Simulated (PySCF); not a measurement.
# CH2O2 (formic acid) at CCSD(T)/pc-0

Aim: the vertical ionisation energy of CH2O2 (formic acid) at CCSD(T)/pc-0, from 2 runs. The job is set up through a Python script.

The results are computed with PySCF 2.14.0.

## (1) The system as given

CH2O2 has 5 atoms, charge 0, and is taken as a singlet. As SMILES, `O=CO`. Geometry: relaxed at PBE0-D4/def2-TZVP. This is one conformer, not always the lowest.

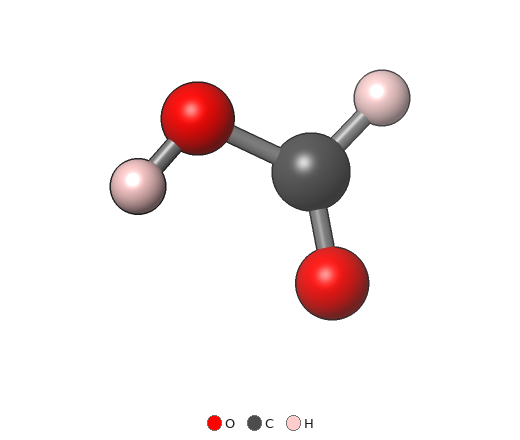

Viewed from a chosen angle; oxygen red, carbon dark grey, hydrogen pink.

## (2) A single-point energy at CCSD(T)/pc-0

job.py reads:

```python
# O=CO
from pyscf import gto, scf, cc

mol = gto.M(
    atom=[
    ('O', (-0.387130, -0.425720, 1.205310)),
    ('C', (-0.230880, -0.347230, 0.024010)),
    ('O', (0.456980, 0.613310, -0.598030)),
    ('H', (-0.631770, -1.055030, -0.715060)),
    ('H', (0.792790, 1.214660, 0.083770)),
],
    charge=0,
    verbose=4,
    max_memory=1860,
    basis='pc-0',
    spin=0,
)

calc0 = scf.RHF(mol)
calc0.conv_tol = 1e-10
calc0.kernel()
if not calc0.converged:
    calc0 = calc0.newton().run(calc0.mo_coeff, calc0.mo_occ)

mycc = cc.CCSD(calc0, frozen=3)
mycc.kernel()
e_t = mycc.ccsd_t()
energy = mycc.e_tot + e_t
print('E(%s) = %.9f' % ('CCSD(T)', energy))
```

The run is started by

```sh
$ OMP_NUM_THREADS=1 python job.py
```

Standard output:

```text
PySCF version 2.14.0

[INPUT] num. atoms = 5
[INPUT] num. electrons = 24
[INPUT] charge = 0
[INPUT] spin (= nelec alpha-beta = 2S) = 0
[INPUT] symmetry False subgroup None
[INPUT] Mole.unit = angstrom
[INPUT] Symbol           X                Y                Z      unit          X                Y                Z       unit  Magmom
[INPUT]  1 O     -0.387130000000  -0.425720000000   1.205310000000 AA   -0.731569674603  -0.804494205750   2.277705795200 Bohr   0.0
[INPUT]  2 C     -0.230880000000  -0.347230000000   0.024010000000 AA   -0.436299967640  -0.656169602233   0.045372324251 Bohr   0.0
[INPUT]  3 O      0.456980000000   0.613310000000  -0.598030000000 AA    0.863567044404   1.158987929457  -1.130112914274 Bohr   0.0
[INPUT]  4 H     -0.631770000000  -1.055030000000  -0.715060000000 AA   -1.193872273716  -1.993717753200  -1.351267562631 Bohr   0.0
[INPUT]  5 H      0.792790000000   1.214660000000   0.083770000000 AA    1.498155974294   2.295374734464   0.158302357455 Bohr   0.0

nuclear repulsion = 70.5524388034098
number of shells = 8
number of NR pGTOs = 48
number of NR cGTOs = 31
basis = pc-0
ecp = {}

******** <class 'pyscf.scf.hf.RHF'> ********
method = RHF
initial guess = minao
damping factor = 0
level_shift factor = 0
DIIS = <class 'pyscf.scf.diis.CDIIS'>
diis_start_cycle = 1
diis_space = 8
diis_damp = 0
SCF conv_tol = 1e-10
SCF conv_tol_grad = None
SCF max_cycles = 50
direct_scf = True
direct_scf_tol = 1e-13
Set gradient conv threshold to 1e-05
Initial guess from minao.
init E= -188.468094276216
  HOMO = -0.40681452483496  LUMO = 0.0457888931821877  gap/eV = 12.31597
cycle= 1 E= -188.011133958494  delta_E= 0.457  |g|= 0.721  |ddm|= 2.42
  HOMO = -0.383339343390617  LUMO = 0.121475619314527  gap/eV = 13.73671
cycle= 2 E= -188.092584465346  delta_E= -0.0815  |g|= 0.513  |ddm|= 0.872
  HOMO = -0.47622297106226  LUMO = 0.142409438027141  gap/eV = 16.83385
cycle= 3 E= -188.139566101663  delta_E= -0.047  |g|= 0.0533  |ddm|= 0.375
  HOMO = -0.468260227811051  LUMO = 0.158904324402805  gap/eV = 17.06602
cycle= 4 E= -188.140651952576  delta_E= -0.00109  |g|= 0.0312  |ddm|= 0.0694
  HOMO = -0.473380046342921  LUMO = 0.159767258309856  gap/eV = 17.22882
cycle= 5 E= -188.14097130315  delta_E= -0.000319  |g|= 0.0096  |ddm|= 0.0362
  HOMO = -0.476920937200894  LUMO = 0.15849782239432  gap/eV = 17.29063
cycle= 6 E= -188.141051996252  delta_E= -8.07e-05  |g|= 0.00346  |ddm|= 0.0241
  HOMO = -0.477345841920659  LUMO = 0.159264776793531  gap/eV = 17.32306
cycle= 7 E= -188.141060459236  delta_E= -8.46e-06  |g|= 0.00081  |ddm|= 0.00877
  HOMO = -0.477545372830761  LUMO = 0.159270351001496  gap/eV = 17.32864
cycle= 8 E= -188.14106083273  delta_E= -3.73e-07  |g|= 0.000159  |ddm|= 0.0017
  HOMO = -0.477553272943418  LUMO = 0.159250076961811  gap/eV = 17.32830
cycle= 9 E= -188.141060845916  delta_E= -1.32e-08  |g|= 2.36e-05  |ddm|= 0.000315
  HOMO = -0.477549042508855  LUMO = 0.159253480958764  gap/eV = 17.32828
cycle= 10 E= -188.141060846196  delta_E= -2.8e-10  |g|= 3.52e-06  |ddm|= 4.98e-05
  HOMO = -0.477549841956375  LUMO = 0.159253645045517  gap/eV = 17.32831
cycle= 11 E= -188.141060846202  delta_E= -6.31e-12  |g|= 1.15e-06  |ddm|= 6.77e-06
  HOMO = -0.477549667569079  LUMO = 0.159253644200149  gap/eV = 17.32830
Extra cycle  E= -188.141060846202  delta_E= -1.71e-13  |g|= 6.64e-07  |ddm|= 1.42e-06
converged SCF energy = -188.141060846202

******** <class 'pyscf.cc.ccsd.CCSD'> ********
CC2 = 0
CCSD nocc = 9, nmo = 28
frozen orbitals 3
max_cycle = 50
direct = 0
conv_tol = 1e-07
conv_tol_normt = 1e-05
diis_space = 6
diis_start_cycle = 0
diis_start_energy_diff = 1e+09
Init t2, MP2 energy = -188.435158566973  E_corr(MP2) -0.2940977207707
Init E_corr(CCSD) = -0.29409772077083
cycle = 1  E_corr(CCSD) = -0.287586223373935  dE = 0.0065114974  norm(t1,t2) = 0.060861
cycle = 2  E_corr(CCSD) = -0.299256587154688  dE = -0.0116703638  norm(t1,t2) = 0.0209714
cycle = 3  E_corr(CCSD) = -0.299555466438179  dE = -0.000298879283  norm(t1,t2) = 0.0101007
cycle = 4  E_corr(CCSD) = -0.301658356423484  dE = -0.00210288999  norm(t1,t2) = 0.00450476
cycle = 5  E_corr(CCSD) = -0.30162760765544  dE = 3.0748768e-05  norm(t1,t2) = 0.00073663
cycle = 6  E_corr(CCSD) = -0.301570345124326  dE = 5.72625311e-05  norm(t1,t2) = 0.000203332
cycle = 7  E_corr(CCSD) = -0.301566075292959  dE = 4.26983137e-06  norm(t1,t2) = 8.3364e-05
cycle = 8  E_corr(CCSD) = -0.3015707112564  dE = -4.63596344e-06  norm(t1,t2) = 2.77464e-05
cycle = 9  E_corr(CCSD) = -0.301569746742484  dE = 9.64513916e-07  norm(t1,t2) = 9.9349e-06
cycle = 10  E_corr(CCSD) = -0.301570056270692  dE = -3.09528207e-07  norm(t1,t2) = 3.65051e-06
cycle = 11  E_corr(CCSD) = -0.301570045041656  dE = 1.12290358e-08  norm(t1,t2) = 9.07715e-07
CCSD converged
E(CCSD) = -188.4426308912441  E_corr = -0.3015700450416561
CCSD(T) correction = -0.00952949526282146
E(CCSD(T)) = -188.452160387
```

Run time: 1.4 s. Hardware: 1 thread of Arm Neoverse N1, shared host; peak memory 0.11 GiB.

## (3) The doublet cation at the same level

job.py reads:

```python
from pyscf import gto, scf, cc

system = gto.M(
    atom='''
O       -0.387130      -0.425720       1.205310
C       -0.230880      -0.347230       0.024010
O        0.456980       0.613310      -0.598030
H       -0.631770      -1.055030      -0.715060
H        0.792790       1.214660       0.083770
''',
    basis='pc-0',
    charge=1,
    spin=1,
    verbose=3,
    max_memory=1860,
)

myscf = scf.UHF(system)
myscf.conv_tol = 1e-10
myscf.kernel()
if not myscf.converged:
    myscf = myscf.newton().run(myscf.mo_coeff, myscf.mo_occ)

mycc = cc.CCSD(myscf, frozen=3)
mycc.kernel()
e_t = mycc.ccsd_t()
e_tot = mycc.e_tot + e_t
print('Final energy', e_tot)
```

The run is started by

```sh
$ OMP_NUM_THREADS=1 python job.py
```

Standard output:

```text
converged SCF energy = -187.756314464851  <S^2> = 0.76610721  2S+1 = 2.0160429
E(UCCSD) = -188.0350768218194  E_corr = -0.2787623569682382
UCCSD(T) correction = -0.0093214484149037
Final energy -188.04439827023435
```

Run time: 3.3 s. Hardware: 1 thread of Arm Neoverse N1, shared host; peak memory 0.13 GiB.

## (4) Results

Level: CCSD(T)/pc-0, 3 core orbitals frozen.

```
                                                                  quantity          value
                                               singlet CH2O2: total energy  -188.45216 Eh
                       singlet CH2O2: dipole moment (Hartree–Fock density)         1.48 D
                        singlet CH2O2: HOMO energy (Hartree–Fock orbitals)      -12.99 eV
                        singlet CH2O2: LUMO energy (Hartree–Fock orbitals)        4.33 eV
                      singlet CH2O2: HOMO–LUMO gap (Hartree–Fock orbitals)       17.33 eV
                singlet CH2O2: correlation energy (3 core orbitals frozen)     -311.1 mEh
                                             singlet CH2O2: (T) correction      -9.53 mEh
                                              singlet CH2O2: T1 diagnostic          0.016
                                              doublet cation: total energy  -188.04440 Eh
doublet cation: HOMO energy (Hartree–Fock orbitals) (highest over α and β)      -23.12 eV
 doublet cation: LUMO energy (Hartree–Fock orbitals) (lowest over α and β)       -8.22 eV
               doublet cation: correlation energy (3 core orbitals frozen)     -288.1 mEh
                                            doublet cation: (T) correction      -9.32 mEh
                         doublet cation: ⟨S²⟩ of the reference determinant          0.766
                                             doublet cation: T1 diagnostic          0.028
                        vertical ionisation energy (to the doublet cation)      11.096 eV
```

**Reading.** The vertical ionisation energy comes to 11.10 eV (256 kcal/mol). Mulliken charges (singlet CH2O2) of the mean-field density run from -0.53 on O3 to +0.38 on H5. The triples (singlet CH2O2) make up 3.1 % of the correlation energy. The triples (doublet cation) make up 3.2 % of the correlation energy.
